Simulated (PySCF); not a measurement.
**C6H7NOSi (SMILES C#CC#C[SiH2]N(C)C=O): density, localisation and related maps**

Input file:

```
{"job": {"kind": "uv", "xc": "wB97X-D", "basis": "def2-SVPD", "nstates": 8, "ntriplets": 3}, "charge": 0, "multiplicity": 1}
C      4.701798     0.032844     0.382543
C      3.514747     0.134812     0.565227
C      2.176904     0.246353     0.773132
C      0.979722     0.342936     0.944800
Si    -0.831465     0.484668     1.291420
N     -1.519871     0.225805    -0.329636
C     -0.834854    -0.028879    -1.567067
C     -2.839160     0.291770    -0.222615
O     -3.349011     0.501743     0.863037
H      5.734577    -0.054629     0.223244
H     -1.224022    -0.616297     2.160834
H     -1.127706     1.846520     1.715722
H     -0.020172     0.683766    -1.692366
H     -1.528099     0.068006    -2.403587
H     -0.413427    -1.036455    -1.572572
H     -3.427559     0.153464    -1.143526
```

Run with:

```sh
OMP_NUM_THREADS=1 python probes_run.py task.json out
```

Geometry: GFN2-xTB.

Level of theory: wB97X-D/def2-SVPD, SCF density, gas phase in PySCF.

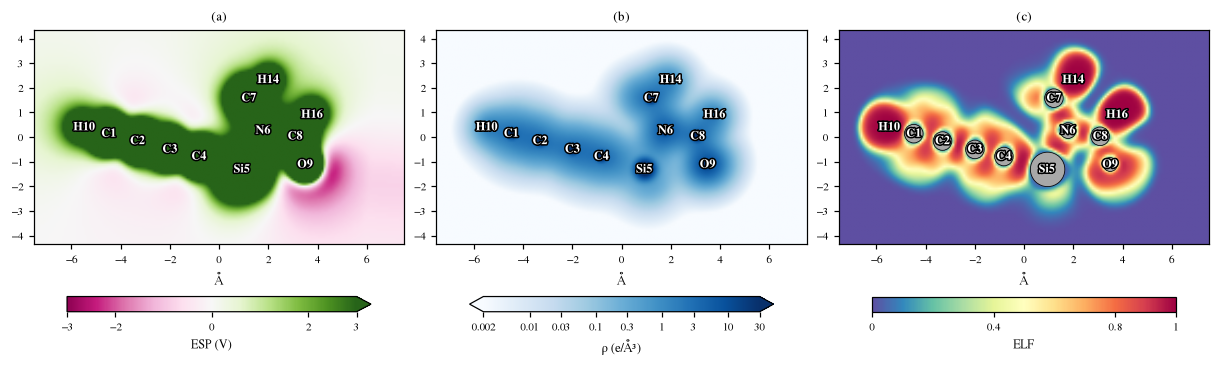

Figure 1. (a) molecular electrostatic potential; (b) total electron density; (c) ELF on the plane of atoms N6, C8 and O9. Grey discs cover the atomic cores in the ELF map.

Read the bonding off the picture.

Answer. The section cuts through C, Si, N, O and H sites. C–C (1.21 Å): ρ is about 2.7 e/Å³ halfway; the ELF peaks at about 0.85 between the atoms (a multiple bond). C–O (1.22 Å): ρ at the midpoint is about 3.3 e/Å³; the ELF peaks at about 0.85 between the atoms; a short, multiple covalent bond. C–N (1.33 Å): ρ at the midpoint is about 2.5 e/Å³; the ELF peaks at about 0.90 between the atoms (localised, covalent bonding). Si–N (1.78 Å): ρ at the midpoint is about 1 e/Å³; the ELF peaks at about 0.95 between the atoms; a shared but strongly polarised pair. C–Si (1.85 Å): ρ at the midpoint is about 0.94 e/Å³; the ELF peaks at about 1 between the atoms (a shared electron pair). The ELF also peaks beside O9, away from the bonds: lone-pair regions. Outside the dense part of the molecule the potential is most negative (−2.3 V) near O9.

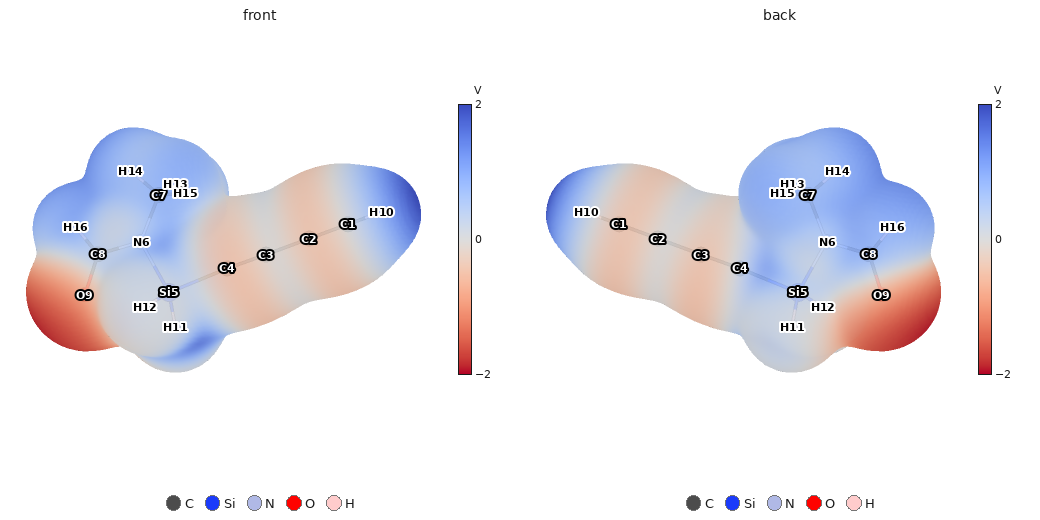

Figure 2. The electrostatic potential painted on the density surface at 0.002 e/bohr³, seen from the front and from behind; red is negative and blue positive.

Describe the electrostatic potential map.

Answer. The most negative region (about −1.9 V, or −44 kcal/mol for a unit charge) lies over O9, the most positive (about +1.9 V, or +44 kcal/mol for a unit charge) over H10. O9 is the likeliest acceptor of a hydrogen bond.

How polar is the molecule by this calculation?

Answer. Its dipole moment is 3.76 D.
